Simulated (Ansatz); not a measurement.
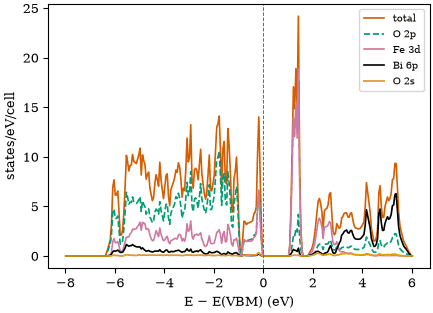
*Total and projected density of states of FeBiO$_{3}$ in space group Ima2 (No. 46; Bi on 4b, Fe on 4a, O on 8c, O on 4b), PBE in the plane-wave PAW code Ansatz*

Q: Which orbitals carry the states next to the gap?

A: Top 1 eV of the valence band: O 2p 48 %, Fe 3d 45 %. Bottom 1 eV of the conduction band: Fe 3d 79 %, O 2p 15 %. Projections are on Löwdin-orthogonalised atomic valence shells; empty p or d shells of many metals are not among them.

Q: Where is the tallest occupied peak in this window, and what makes it?

A: Near -1.8 eV, about 14 states/eV per cell; the largest projected share is O 2p.

The start of the workflow was typed in or built on a structure type; neither database checked (COD, Materials Project) lists it. It is not the phase usual at ambient conditions (space group No. 161). Symmetry was held in the PBE relaxation, as lowered by the spin order; its stability against distortions is not shown here. Magnetic state: antiferromagnetic, chosen from 3 collinear starts compared on coarse meshes (ties went to the first, and starts can fall back to one state), not a proven ground state. No Hubbard U is applied. Spin–orbit coupling is left out wherever it is not named.

Potentials: the earlier of the program's two PAW sets.
